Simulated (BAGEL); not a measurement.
# HF/6-31G(d) (density fitting with qzvpp-jkfit, spherical functions) run of B2H6O2 (SMILES [BH2-]1[OH+][BH2-][OH+]1)

Aim: the energy change on altering one bond length of B2H6O2 at HF/6-31G* (density fitting with qzvpp-jkfit, spherical functions), from 2 runs. 

Program for the calculation: BAGEL 1.2.2.

## Step 1: The system as given

B2H6O2 has 10 atoms, charge 0, and is taken as a singlet. SMILES: `[BH2-]1[OH+][BH2-][OH+]1`. The coordinates come from a PBE0-D4/def2-TZVP relaxation.

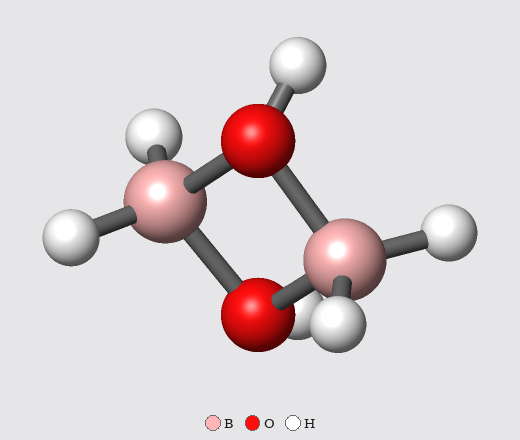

Viewed from a chosen angle; boron pink, oxygen red, hydrogen white.

## Step 2: A single-point energy at HF/6-31G(d) (density fitting with qzvpp-jkfit, spherical functions)

The input, hf.json:

```json
{ "bagel" : [

{
  "title" : "molecule",
  "basis" : "6-31gs.json",
  "df_basis" : "qzvpp-jkfit",
  "angstrom" : true,
  "geometry" : [
    { "atom" : "B", "xyz" : [      -0.454300,       0.871100,      -0.485000 ] },
    { "atom" : "O", "xyz" : [      -1.010100,      -0.446200,       0.134100 ] },
    { "atom" : "B", "xyz" : [       0.389600,      -0.696200,       0.771200 ] },
    { "atom" : "O", "xyz" : [       0.974600,       0.554700,       0.049600 ] },
    { "atom" : "H", "xyz" : [      -0.497800,       0.855800,      -1.688200 ] },
    { "atom" : "H", "xyz" : [      -0.907900,       1.818900,       0.085900 ] },
    { "atom" : "H", "xyz" : [      -1.225800,      -1.099300,      -0.535700 ] },
    { "atom" : "H", "xyz" : [       0.888100,      -1.718000,       0.374900 ] },
    { "atom" : "H", "xyz" : [       0.345300,      -0.508400,       1.951400 ] },
    { "atom" : "H", "xyz" : [       1.581300,       0.316300,      -0.655300 ] }
  ]
},

{
  "title" : "hf"
},

{
  "title" : "print",
  "file" : "orbitals.molden",
  "orbitals" : true
}

]}
```

The basis set 6-31G* is read from a file made from the Basis Set Exchange's data (not shown).

Launch:

```bash
$ BAGEL_NUM_THREADS=1 BAGEL hf.json > hf.out
```

What it wrote:

```text
* using 1 threads per process

  ===============================================================
  ===============================================================

  *** Geometry ***

  { "atom" : "B", "xyz" : [     -0.858503,      1.646140,     -0.916517 ] },
  { "atom" : "O", "xyz" : [     -1.908812,     -0.843196,      0.253412 ] },
  { "atom" : "B", "xyz" : [      0.736237,     -1.315627,      1.457357 ] },
  { "atom" : "O", "xyz" : [      1.841727,      1.048231,      0.093730 ] },
  { "atom" : "H", "xyz" : [     -0.940706,      1.617228,     -3.190236 ] },
  { "atom" : "H", "xyz" : [     -1.715682,      3.437223,      0.162327 ] },
  { "atom" : "H", "xyz" : [     -2.316426,     -2.077376,     -1.012326 ] },
  { "atom" : "H", "xyz" : [      1.678266,     -3.246549,      0.708458 ] },
  { "atom" : "H", "xyz" : [      0.652522,     -0.960737,      3.687612 ] },
  { "atom" : "H", "xyz" : [      2.988224,      0.597720,     -1.238338 ] },

  Number of auxiliary basis functions:      412

  Since a DF basis is specified, we compute 2- and 3-index integrals:
    o Being stored without compression. Storage requirement is 0.015 GB

  Number of basis functions:       68
  Number of electrons      :       32

    * METHOD: MOLECULE                             0.13

  *** RHF ***

  === Nuclear Repulsion ===
   122.5349905246

      * DIIS with orbital gradients will be used.

  === RHF iteration (6-31gs.json) ===
      0       -202.43632740          0.02492040           0.02
      1       -202.57848605          0.01434739           0.02
      2       -202.63483634          0.00201314           0.02
      3       -202.63655957          0.00025156           0.02
      4       -202.63658641          0.00006490           0.02
      5       -202.63658889          0.00001208           0.02
      6       -202.63658901          0.00000310           0.02
      7       -202.63658902          0.00000073           0.02
      8       -202.63658902          0.00000021           0.02
      9       -202.63658902          0.00000007           0.02
     10       -202.63658902          0.00000002           0.02
     11       -202.63658902          0.00000001           0.02
    * SCF iteration converged.

    * Permanent dipole moment:
           (   -0.287048,     0.654976,     1.009738) a.u.

    * METHOD: HF                                   0.37

    * METHOD: PRINT                                0.01

  ===============================================================
```

Wall time 0.64 s (1 thread of Arm Neoverse V2, shared host).

## Step 3: The distorted shape

The input, input.json:

```json
{ "bagel" : [

{
  "title" : "molecule",
  "basis" : "6-31gs.json",
  "df_basis" : "qzvpp-jkfit",
  "angstrom" : "true",
  "geometry" : [
    { "atom" : "B", "xyz" : [   -0.432150,    0.777201,   -1.075096 ] },
    { "atom" : "O", "xyz" : [   -0.987950,   -0.540099,   -0.455996 ] },
    { "atom" : "B", "xyz" : [    0.411750,   -0.790099,    0.181104 ] },
    { "atom" : "O", "xyz" : [    0.996750,    0.460801,   -0.540496 ] },
    { "atom" : "H", "xyz" : [   -0.475650,    0.761901,   -2.278296 ] },
    { "atom" : "H", "xyz" : [   -0.885750,    1.725001,   -0.504196 ] },
    { "atom" : "H", "xyz" : [   -1.203650,   -1.193199,   -1.125796 ] },
    { "atom" : "H", "xyz" : [    0.910250,   -1.811899,   -0.215196 ] },
    { "atom" : "H", "xyz" : [    0.345300,   -0.508400,    1.951400 ] },
    { "atom" : "H", "xyz" : [    1.603450,    0.222401,   -1.245396 ] }
  ]
},
{ "title" : "hf" },
{ "title" : "print", "file" : "orbitals.molden", "orbitals" : "true" }

]}
```

The basis set 6-31G* is read from a file made from the Basis Set Exchange's data (not shown).

Launch:

```bash
$ BAGEL_NUM_THREADS=1 BAGEL input.json > input.out
```

What it wrote:

```text
* using 1 threads per process

  ===============================================================
  ===============================================================

  *** Geometry ***

  { "atom" : "B", "xyz" : [     -0.816645,      1.468697,     -2.031637 ] },
  { "atom" : "O", "xyz" : [     -1.866955,     -1.020639,     -0.861708 ] },
  { "atom" : "B", "xyz" : [      0.778095,     -1.493071,      0.342237 ] },
  { "atom" : "O", "xyz" : [      1.883585,      0.870788,     -1.021389 ] },
  { "atom" : "H", "xyz" : [     -0.898848,      1.439784,     -4.305355 ] },
  { "atom" : "H", "xyz" : [     -1.673825,      3.259779,     -0.952792 ] },
  { "atom" : "H", "xyz" : [     -2.274569,     -2.254819,     -2.127446 ] },
  { "atom" : "H", "xyz" : [      1.720123,     -3.423993,     -0.406662 ] },
  { "atom" : "H", "xyz" : [      0.652522,     -0.960737,      3.687612 ] },
  { "atom" : "H", "xyz" : [      3.030081,      0.420277,     -2.353457 ] },

  Number of auxiliary basis functions:      412

  Since a DF basis is specified, we compute 2- and 3-index integrals:
    o Being stored without compression. Storage requirement is 0.015 GB

  Number of basis functions:       68
  Number of electrons      :       32

    * METHOD: MOLECULE                             0.13

  *** RHF ***

  === Nuclear Repulsion ===
   120.8816830596

      * DIIS with orbital gradients will be used.

  === RHF iteration (6-31gs.json) ===
      0       -202.35861282          0.02480115           0.02
      1       -202.50261892          0.01442414           0.02
      2       -202.55974495          0.00208360           0.02
      3       -202.56175544          0.00026905           0.02
      4       -202.56179266          0.00007227           0.02
      5       -202.56179633          0.00001416           0.02
      6       -202.56179649          0.00000402           0.02
      7       -202.56179650          0.00000102           0.02
      8       -202.56179650          0.00000032           0.02
      9       -202.56179650          0.00000008           0.02
     10       -202.56179650          0.00000002           0.02
     11       -202.56179650          0.00000001           0.02
    * SCF iteration converged.

    * Permanent dipole moment:
           (   -0.277243,     0.682473,     1.564787) a.u.

    * METHOD: HF                                   0.36

    * METHOD: PRINT                                0.01

  ===============================================================
```

Wall time 0.62 s (1 thread of Arm Neoverse V2, shared host).

## Step 4: What came out

Level: HF/6-31G* (density fitting with qzvpp-jkfit, spherical functions).

| quantity | value |
| --- | --- |
| first shape: total energy | -202.63659 Eh |
| first shape: dipole moment | 3.14 D |
| first shape: HOMO energy | -11.88 eV |
| first shape: LUMO energy | 5.01 eV |
| first shape: HOMO–LUMO gap | 16.89 eV |
| distorted shape: total energy | -202.56180 Eh |
| distorted shape: dipole moment | 4.40 D |
| distorted shape: HOMO energy | -9.99 eV |
| distorted shape: LUMO energy | 4.71 eV |
| distorted shape: HOMO–LUMO gap | 14.69 eV |
| energy change with the B3–H9 bond stretched from 1.196 to 1.794 Å | 2.035 eV |

What this shows: With the B3–H9 bond stretched from 1.196 to 1.794 Å the energy rises by 2.04 eV (47 kcal/mol). The first shape isn't relaxed at this level, so the change isn't measured from a minimum.
